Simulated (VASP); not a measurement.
# A VASP study of TiAu (PBEsol + D3(BJ)): structure first, properties next, part 5 of 5

Aim: relax TiAu, then compute properties on the relaxed cell. The start is a computed cell from the Materials Project.

VASP 6.6.1; PBEsol with D3(BJ); plane waves and PAW (Ti_sv, Au).

Still holding for the runs below: The k-mesh is coarse for a metal.

So far. Step 13 (Volume scan with PBEsol + D3(BJ) (run 6)): The run ends at a pressure of -6.63 GPa, with forces up to 0.099 eV/Å.

### Step 14. Volume scan with PBEsol + D3(BJ) (run 7)

A prediction first. A parabola through the 6 pressures of evenly scaled cells so far, P = -0.11 -184.4 t +465 t² GPa with t = ln(V/V₁) and V₁ the volume at scale 1, gives -9.28 GPa at t = +0.0583.

Input file INCAR:

```
SYSTEM = TiAu
PREC = Accurate
ENCUT = 400
EDIFF = 1E-06
NELM = 100
ISMEAR = 1
SIGMA = 0.2
LREAL = .FALSE.
ALGO = Normal
GGA = PS
IVDW = 12
NBANDS = 29
LORBIT = 11
LWAVE = .FALSE.
LCHARG = .FALSE.
KPAR = 4
ISIF = 2
```

Input file POSCAR:

```
TiAu
1.0
    4.6430635329      0.0000000000      0.0000000000
    0.0000000000      2.8640504656      0.0000000000
    0.0000000000      0.0000000000      4.9588870649
Ti Au
2 2
Direct
    0.2500000000      0.0000000000      0.8166752463
    0.7500000000      0.0000000000      0.1833247537
    0.2500000000      0.5000000000      0.3211522654
    0.7500000000      0.5000000000      0.6788477346
```

Input file KPOINTS:

```
Automatic mesh
0
Gamma
6 9 6
0 0 0
```

Potentials, in the order of the species: Ti_sv and Au (PBE family, release 64).

Run with:

```
mpirun -np 4 vasp_std
```

Log:

```text
[... set-up lines as in an earlier step ...]
 entering main loop
       N       E                     dE             d eps       ncg     rms          rms(c)
DAV:   1     0.464792150245E+03    0.46479E+03   -0.20017E+04  4648   0.156E+03
DAV:   2     0.202182323514E+02   -0.44457E+03   -0.42784E+03  4875   0.461E+02
DAV:   3    -0.269814951912E+02   -0.47200E+02   -0.45779E+02  7796   0.132E+02
DAV:   4    -0.299974725817E+02   -0.30160E+01   -0.29809E+01  6089   0.303E+01
[...]
DAV:  13    -0.262137729915E+02    0.26000E-05   -0.32637E-06  4787   0.139E-02    0.151E-02
DAV:  14    -0.262137720158E+02    0.97571E-06   -0.10546E-05  5852   0.255E-02    0.870E-04
DAV:  15    -0.262137720479E+02   -0.32142E-07   -0.34600E-07  3115   0.442E-03
   1 F= -.28771244E+02 E0= -.28770107E+02  d E =-.341101E-02
```

It took 11 s on 4 MPI ranks of Intel Xeon 6975P-C (Granite Rapids), shared host; peak memory 0.88 GiB; 42 s of CPU time.

Parts of OUTCAR (step 14):

```text
 Edisp (eV)   -2.55747

  Total      -3.96789    -3.80758    -3.97595     0.00000     0.00000     0.00000
  in kB     -96.40534   -92.51027   -96.60108     0.00000     0.00000     0.00000
  external pressure =      -95.17 kB  Pullay stress =        0.00 kB

 POSITION                                       TOTAL-FORCE (eV/Angst)
 -----------------------------------------------------------------------------------
      1.16077      0.00000      4.04980        -0.000000     -0.000000     -0.137734
      3.48230      0.00000      0.90909         0.000000     -0.000000      0.137734
      1.16077      1.43203      1.59256        -0.000000      0.000000     -0.004768
      3.48230      1.43203      3.36633         0.000000     -0.000000      0.004768
 -----------------------------------------------------------------------------------
    total drift:                                0.000000     -0.000000      0.000000

  FREE ENERGIE OF THE ION-ELECTRON SYSTEM (eV)
  ---------------------------------------------------
  free  energy   TOTEN  =       -28.7712439592 eV

  energy  without entropy=      -28.7678329445  energy(sigma->0) =      -28.77010695

[... 1 part as in an earlier step ...]

[... 2 further parts left out ...]
[key lines of the parts left out:]
E-fermi :   9.6562
```

The pressure falls from -6.63 to -9.52 GPa. The parabola predicted -9.28 GPa, +0.24 GPa off.

### Step 15. Comparing the runs

Times are for 4 MPI ranks of Intel Xeon 6975P-C (Granite Rapids), shared host. The series side by side:

```csv
no.,volume scale,energy above the lowest point (meV/atom),pressure (GPa),time,memory (GiB)
1,0.94,38.6,13.09,10 s,0.81
2,0.96,17,8.173,9.6 s,0.83
3,0.98,4.43,3.794,9.8 s,0.84
4,1,0,-0.07465,9.8 s,0.84
5,1.02,2.79,-3.596,9.4 s,0.85
6,1.04,12.09,-6.627,9.8 s,0.86
7,1.06,27.13,-9.517,11 s,0.88
```

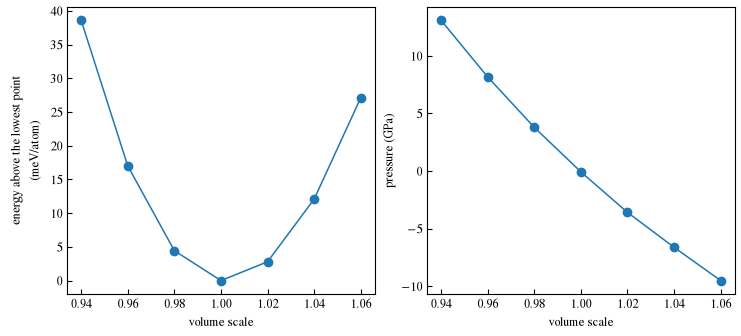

The series as plots.

### Step 16. Fit for PBEsol + D3(BJ)

This step: Birch-Murnaghan fit, PBEsol with D3(BJ); plane waves and PAW (VASP 6.6.1).

This step runs nothing: it gathers the runs above.

This step gave:

* pressure derivative of the bulk modulus: 4.618
* r.m.s. error of the fit: 1.06e-5 eV/atom
* minimum inside the sampled range: yes
* bulk modulus: 184.7 GPa
* equilibrium volume of the fit: 15.58 Å³/atom

Energy above the fitted minimum against volume:

```csv
volume (Å³/atom),energy above the fitted minimum (eV/atom)
14.620,0.0386
14.931,0.0170
15.242,0.00446
15.553,3.4e-5
15.864,0.00282
16.175,0.0121
16.486,0.0272
```

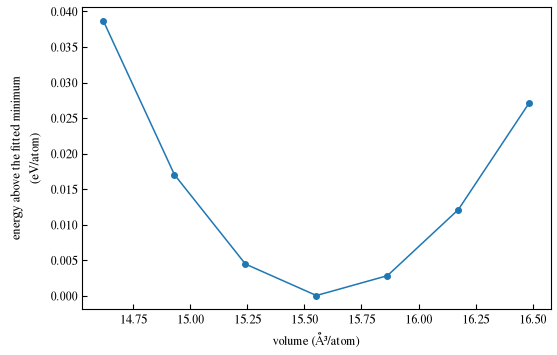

Energy above the fitted minimum against volume.

The fitted volume lies +0.19 % from the relaxed one. At a finite cutoff and mesh the minimum of the energy and the zero of the stress don't quite coincide, and the relaxation stops at a threshold. The atoms bear forces along the scan, since they were held; freeing them would lower the modulus.

### Step 17. Electric field gradients (PBEsol + D3(BJ))

This step: PBEsol with D3(BJ); plane waves and PAW (Ti_sv, Au) (VASP 6.6.1).

Field gradients probe how far the charge around each nucleus departs from cubic symmetry; LASPH keeps the non-spherical terms inside the spheres.

Changes to INCAR since step 14:

```diff
@@ -3,3 +3,3 @@
 ENCUT = 400
-EDIFF = 1E-06
+EDIFF = 1E-07
 NELM = 100
@@ -16,2 +16,3 @@
 KPAR = 4
-ISIF = 2
+LEFG = .TRUE.
+LASPH = .TRUE.
```

Input file POSCAR:

```
TiAu
1.0
    4.5537516112      0.0000000000      0.0000000000
    0.0000000000      2.8089588544      0.0000000000
    0.0000000000      0.0000000000      4.8635001011
Ti Au
2 2
Direct
    0.2500000000      0.0000000000      0.8166752463
    0.7500000000      0.0000000000      0.1833247537
    0.2500000000      0.5000000000      0.3211522654
    0.7500000000      0.5000000000      0.6788477346
```

KPOINTS is that of step 14.

Run with:

```
mpirun -np 4 vasp_std
```

Log:

```text
[... set-up lines as in an earlier step ...]
 entering main loop
       N       E                     dE             d eps       ncg     rms          rms(c)
DAV:   1     0.471715284661E+03    0.47172E+03   -0.19997E+04  4640   0.158E+03
DAV:   2     0.209928317593E+02   -0.45072E+03   -0.43324E+03  4885   0.467E+02
DAV:   3    -0.269347193827E+02   -0.47928E+02   -0.46523E+02  7860   0.134E+02
DAV:   4    -0.298057571981E+02   -0.28710E+01   -0.28369E+01  6002   0.299E+01
DAV:   5    -0.299534503618E+02   -0.14769E+00   -0.14757E+00  6563   0.569E+00    0.189E+01
DAV:   6    -0.263814671626E+02    0.35720E+01   -0.11048E+01  5313   0.272E+01    0.722E+00
DAV:   7    -0.261943001823E+02    0.18717E+00   -0.14367E+00  6975   0.780E+00    0.347E+00
DAV:   8    -0.261934166825E+02    0.88350E-03   -0.35082E-01  6162   0.530E+00    0.170E+00
DAV:   9    -0.261709396909E+02    0.22477E-01   -0.75975E-02  6287   0.189E+00    0.538E-01
DAV:  10    -0.261675275635E+02    0.34121E-02   -0.20650E-02  6458   0.113E+00    0.887E-02
DAV:  11    -0.261676236414E+02   -0.96078E-04   -0.69522E-04  6003   0.185E-01    0.650E-02
DAV:  12    -0.261676672016E+02   -0.43560E-04   -0.10246E-04  6051   0.728E-02    0.258E-02
DAV:  13    -0.261676637355E+02    0.34661E-05   -0.42780E-05  6578   0.402E-02    0.436E-03
DAV:  14    -0.261676643266E+02   -0.59105E-06   -0.15119E-06  5722   0.107E-02    0.356E-03
DAV:  15    -0.261676643221E+02    0.44656E-08   -0.12654E-07  3693   0.266E-03
ion   1
     0.0000000    -0.0000000    -0.0000000    -2.8518869    -0.0000000    -2.1923771
     0.0000422    -0.0000000    -0.0000000    -2.8518869    -0.0000000    -2.1923771
     0.0000581    -0.0000000    -0.0000000    -2.8518869    -0.0000000    -2.1923771
     0.0000800    -0.0000000    -0.0000000    -2.8518869    -0.0000000    -2.1923771
     0.0001102    -0.0000000    -0.0000000    -2.8518868    -0.0000000    -2.1923771

     0.0000000    -0.0000000    -0.0000000    -4.6014675    -0.0000000     3.1199028
     0.0000422    -0.0000000    -0.0000000    -4.6015509    -0.0000000     3.1197506
     0.0000581    -0.0000000    -0.0000000    -4.6016029    -0.0000000     3.1196576
     0.0000800    -0.0000000    -0.0000000    -4.6016901    -0.0000000     3.1195024
     0.0001102    -0.0000000    -0.0000000    -4.6018357    -0.0000000     3.1192449

ion   2
     0.0000000    -0.0000000    -0.0000000    -2.8518869    -0.0000000    -2.1923771
     0.0000422    -0.0000000    -0.0000000    -2.8518869    -0.0000000    -2.1923771
     0.0000581    -0.0000000    -0.0000000    -2.8518869    -0.0000000    -2.1923771
     0.0000800    -0.0000000    -0.0000000    -2.8518869    -0.0000000    -2.1923771
     0.0001102    -0.0000000    -0.0000000    -2.8518868    -0.0000000    -2.1923771

     0.0000000    -0.0000000    -0.0000000    -4.6014675    -0.0000000     3.1199028
     0.0000422    -0.0000000    -0.0000000    -4.6015509    -0.0000000     3.1197506
     0.0000581    -0.0000000    -0.0000000    -4.6016029    -0.0000000     3.1196576
     0.0000800    -0.0000000    -0.0000000    -4.6016901    -0.0000000     3.1195024
     0.0001102    -0.0000000    -0.0000000    -4.6018357    -0.0000000     3.1192449

ion   3
     0.0000000    -0.0000000     0.0000000    -0.5207969    -0.0000000    -1.2172240
     0.0000676    -0.0000000     0.0000000    -0.5207969    -0.0000000    -1.2172240
     0.0000931    -0.0000000     0.0000000    -0.5207968    -0.0000000    -1.2172239
     0.0001282    -0.0000000     0.0000000    -0.5207968    -0.0000000    -1.2172239
     0.0001766    -0.0000000     0.0000000    -0.5207968    -0.0000000    -1.2172238

     0.0000000    -0.0000000     0.0000000    33.6372226     0.0000000    47.6174563
     0.0000676    -0.0000000     0.0000000    33.5656861     0.0000000    47.5018465
     0.0000931    -0.0000000     0.0000000    33.5317609     0.0000000    47.4475183
     0.0001282    -0.0000000     0.0000000    33.4801595     0.0000000    47.3651926
     0.0001766    -0.0000000     0.0000000    33.4020079     0.0000000    47.2409786

ion   4
     0.0000000    -0.0000000     0.0000000    -0.5207969     0.0000000    -1.2172240
     0.0000676    -0.0000000     0.0000000    -0.5207969     0.0000000    -1.2172240
     0.0000931    -0.0000000     0.0000000    -0.5207968     0.0000000    -1.2172239
     0.0001282    -0.0000000     0.0000000    -0.5207968     0.0000000    -1.2172239
     0.0001766    -0.0000000     0.0000000    -0.5207968     0.0000000    -1.2172238

     0.0000000    -0.0000000     0.0000000    33.6372226     0.0000000    47.6174563
     0.0000676    -0.0000000     0.0000000    33.5656861     0.0000000    47.5018465
     0.0000931    -0.0000000     0.0000000    33.5317609     0.0000000    47.4475183
     0.0001282    -0.0000000     0.0000000    33.4801595     0.0000000    47.3651926
     0.0001766    -0.0000000     0.0000000    33.4020079     0.0000000    47.2409786

   1 F= -.28880659E+02 E0= -.28879449E+02  d E =-.362979E-02
```

Elapsed: 11 s, on 4 MPI ranks; peak memory 0.84 GiB.

Parts of OUTCAR (step 17):

```text
   NELECT =      46.0000    total number of electrons

 E-fermi :  10.4949

 k-point     1 :       0.0000    0.0000    0.0000
  band No.  band energies     occupation
    ...
     20       7.2628      2.00000
     21       8.9725      2.00000
     22       9.8784      2.00012
     23      10.0991      2.01710
     24      10.3353      1.97907
     25      10.5654      0.44226
     26      12.2480     -0.00000
     27      12.7986     -0.00000
     28      12.8537     -0.00000
     29      13.1226     -0.00000

 Edisp (eV)   -2.71299

  Total      -0.03117    -0.04968    -0.03074     0.00000     0.00000     0.00000
  in kB      -0.80270    -1.27951    -0.79174     0.00000     0.00000     0.00000
  external pressure =       -0.96 kB  Pullay stress =        0.00 kB

 POSITION                                       TOTAL-FORCE (eV/Angst)
 -----------------------------------------------------------------------------------
      1.13844      0.00000      3.97190        -0.000000      0.000000     -0.008613
      3.41531      0.00000      0.89160         0.000000      0.000000      0.008613
      1.13844      1.40448      1.56192         0.000000     -0.000000     -0.004434
      3.41531      1.40448      3.30158         0.000000      0.000000      0.004434
 -----------------------------------------------------------------------------------
    total drift:                                0.000000     -0.000000      0.000000

  FREE ENERGIE OF THE ION-ELECTRON SYSTEM (eV)
  ---------------------------------------------------
  free  energy   TOTEN  =       -28.8806591110 eV

  energy  without entropy=      -28.8770293178  energy(sigma->0) =      -28.87944918

 Electric field gradients after diagonalization (V/A^2)
 (convention: |V_zz| > |V_xx| > |V_yy|)
----------------------------------------------------------------------
 ion       V_xx      V_yy      V_zz     asymmetry (V_yy - V_xx)/ V_zz
----------------------------------------------------------------------
   1       5.163     1.190    -6.354       0.625
   2       5.163     1.190    -6.354       0.625
   3     -42.391   -30.785    73.176       0.159
   4     -42.391   -30.785    73.176       0.159
----------------------------------------------------------------------

[... 11 parts as in an earlier step ...]

[... 6 further parts left out ...]
```

This step gave:

```
free energy (TOTEN)     : -28.88 eV
energy at zero smearing : -28.88 eV
Fermi energy            : 10.49 eV
pressure                : -0.09580 GPa
```

Electric field gradients, by row:

```csv
atom,Vxx (V/Å²),Vyy (V/Å²),Vzz (V/Å²),asymmetry
Ti1,5.163,1.19,-6.354,0.625
Ti2,5.163,1.19,-6.354,0.625
Au3,-42.39,-30.79,73.18,0.159
Au4,-42.39,-30.79,73.18,0.159
```

The largest gradient, 73.18 V/Å², sits on Au3 and like sites; times the quadrupole moment of a nucleus that has one, it gives the coupling that NMR and NQR see.

### Step 18. What came out

| Item | Value |
| --- | --- |
| relaxed volume | 15.55 Å³/atom |
| relaxed conventional cell a, b, c | 4.554, 2.809, 4.864 Å |
| space group after relaxing, within 0.02 Å | Pmma (No. 51) |
| band gap | none, a metal |
| DOS at the Fermi level | 6.79 states/eV/cell |
| shallowest level of the frozen cores | Au3 5p, 58.0 eV deep |
| bulk modulus from the fit | 185 GPa |
| volume from the fit | 15.6 Å³/atom |
| largest field gradient Vzz | 73.18 V/Å² on Au3 |

With PBEsol + D3(BJ), TiAu relaxes to 15.55 Å³/atom in space group Pmma (held by the symmetry of the run), comes out as a metal and has a bulk modulus of 185 GPa at fixed shape and positions, an upper bound. Bands along the symmetry lines (PBEsol + D3(BJ)): Of the bands kept, 4 cross the Fermi level on this path. Spin-orbit coupling is left out, and with elements this heavy it would split and shift bands near the Fermi level. The k-sampling is coarse for a metal, so the Fermi level, pressures and the shape of the cell carry errors. No search among competing phases was made, and a listed structure need not be the one stable at ambient conditions. All values are for a static lattice at zero temperature.

[Lines on the potential files, build, host, timing and source positions are cut from VASP's logs without a mark.]

[Logs are printed without paths, hosts, clocks, repeated set-up lines and the standing remarks that a program may print on its own settings, such as how far it seeks lower states.]

[Hosts, paths, dates, database ids (printed as entryN), source tags and the programs' standing remarks are cut or masked in the printed files.]

[Measured values are set beside computed ones only where the two were judged alike; some that the calculation misses by far are left out.]
